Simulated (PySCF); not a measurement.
**TaBr (quintet): density, localisation and related maps**

```yaml
atoms:
  - { symbol: Ta, position_ang: [0.0000, 0.0000, -0.7456] }
  - { symbol: Br, position_ang: [0.0000, 0.0000, 1.7094] }
```

Core potentials replace the inner electrons of Ta.

The calculation used PBE0/def2-TZVPP, non-relativistic Hamiltonian with scalar-relativistic core potentials where named, at a bond length of 2.455 Å (PySCF).

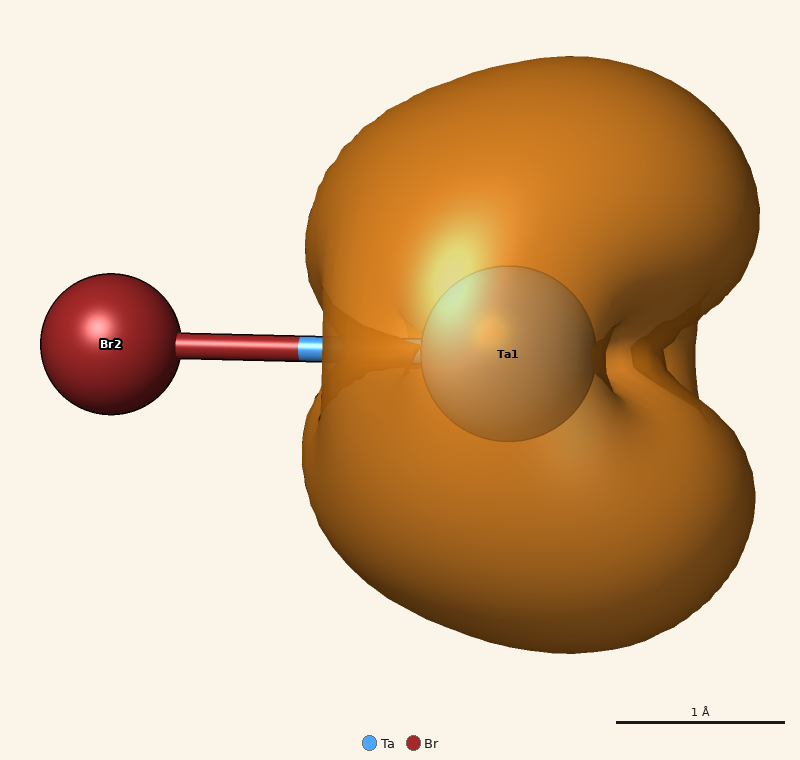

Figure 1. Isosurfaces of the spin density (α minus β) at +0.05 (orange) and −0.05 e/Å³ (purple), seen from one side.

**Where is the unpaired spin?**

The unpaired spin (4 electrons) lies mostly on Ta1 (about 3.9) and Br2 (about 0.1), in electrons by Hirshfeld's partition.

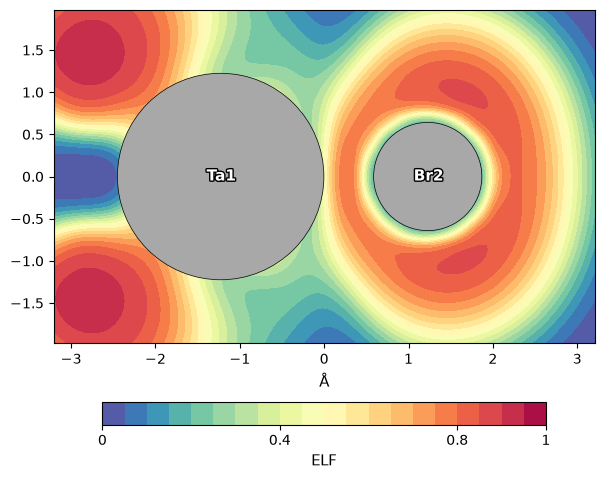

Figure 2. Electron localisation function on a plane that holds the molecular axis. Grey discs cover the atomic cores.

**Read the bonding off the picture.**

The plane passes through Ta and Br nuclei. Ta–Br (2.45 Å): the ELF peaks at about 0.75 in the valence shell of Br, 1.0 Å from its nucleus, and is about 0.45 at the midpoint.

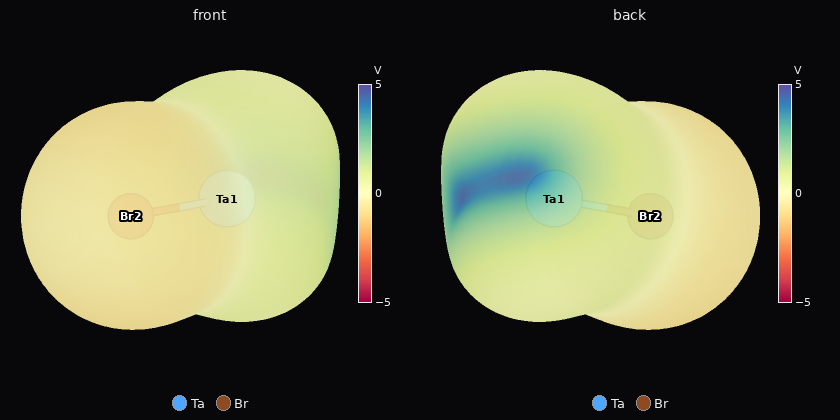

Figure 3. The molecular electrostatic potential painted on the density surface at 0.002 e/bohr³, seen from the front and from behind; red is negative and blue positive.

**Describe the electrostatic potential map.**

The most negative region (about −0.7 V) lies over Br2, the most positive (about +4.3 V) over Ta1.
